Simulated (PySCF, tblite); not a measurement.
# C2H10ClNSi3: geometry, infrared bands and NMR shifts

What infrared bands and NMR shifts should C2H10ClNSi3 (`C=C[Si@@H](Cl)[SiH2]N[SiH3]`) show?

Computed with tblite 0.8.0 and PySCF 2.14.0, with density-fitted response routines of our own, on a single molecule in the gas phase. Atoms are numbered from 0 throughout.

### 1 The starting structure

17 atoms, charge 0, multiplicity 1; geometry from: force field or distance geometry start.

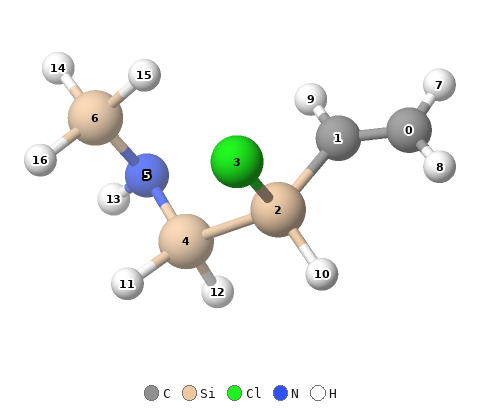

The starting geometry (carbon grey, silicon light orange, chlorine green, nitrogen blue, hydrogen white), atoms numbered.

### 2 Geometry optimisation with GFN2-xTB

The job: settings as JSON, then the geometry in Å.

```
{"job": {"kind": "relax", "xc": "GFN2-xTB", "basis": "xTB"}, "charge": 0, "multiplicity": 1}
C     -3.260000     0.946100    -0.227900
C     -1.986100     0.664800    -0.001700
Si    -0.747200     0.068400    -1.221200
Cl     0.108700     1.823400    -1.878000
Si     0.823600    -1.358300    -0.268400
N      1.377100    -1.036700     1.296700
Si     2.340500     0.363100     1.353800
H     -3.904700     1.304200     0.581000
H     -3.714800     0.854400    -1.210800
H     -1.587600     0.779100     1.016100
H     -1.431200    -0.545300    -2.403300
H      2.002500    -1.539600    -1.153900
H      0.210700    -2.702100    -0.153900
H      1.943100    -1.823200     1.616400
H      2.875800     0.448700     2.732500
H      1.482500     1.533400     1.089700
H      3.460100     0.231400     0.402900
```

On the command line:

```console
$ OMP_NUM_THREADS=1 python probes_run.py task.json out
```

The driver reads the jobs from task.json and runs them one after another.

**Question.** This job is followed by: GFN2-xTB harmonic vibrations, gas phase; GIAO PBE0/pcSseg-1 NMR shielding, non-relativistic, gas phase. Predict these results of the whole session: strongest single infrared mode (GFN2-xTB); zero-point energy (GFN2-xTB); ¹³C shifts against TMS (PBE0/pcSseg-1); ¹H shifts against TMS (PBE0/pcSseg-1, means over atoms taken as alike); ²⁹Si shifts against TMS (PBE0/pcSseg-1); ³⁵Cl shifts against HCl (PBE0/pcSseg-1); ¹⁵N shifts against NH3 (PBE0/pcSseg-1).

As calculated:

| quantity | value |
| --- | --- |
| strongest single infrared mode (GFN2-xTB) | 2212 cm⁻¹, 409 km/mol |
| zero-point energy (GFN2-xTB) | 67.3 kcal/mol |
| ¹³C shifts against TMS (PBE0/pcSseg-1) | 145.9, 143.8 ppm |
| ¹H shifts against TMS (PBE0/pcSseg-1, means over atoms taken as alike) | 6.71, 6.49, 6.38, 5.53, 5.25, 5.18, 4.75, -0.85 ppm |
| ²⁹Si shifts against TMS (PBE0/pcSseg-1) | -18.1, -49.9, -51.7 ppm |
| ³⁵Cl shifts against HCl (PBE0/pcSseg-1) | -46 ppm |
| ¹⁵N shifts against NH3 (PBE0/pcSseg-1) | -11.6 ppm |

In words: The optimisation took 263 steps and gained 0.495 eV; among the close pairs (by a distance rule), C1–Si2 changed most, from 1.838 to 1.889 Å. No mode is imaginary among the 45: a minimum at this level. The strongest single mode, at 2212 cm⁻¹, moves mainly H16. Unscaled tight-binding wavenumbers are off by several per cent, some by more. Its intensities can rank the bands wrongly. C1 (alkene CH) lies farthest downfield among carbon, at 145.9 ppm; the olefinic region. The most deshielded hydrogen is H9 (hydrogen on an alkene CH), at 6.71 ppm: olefinic region.
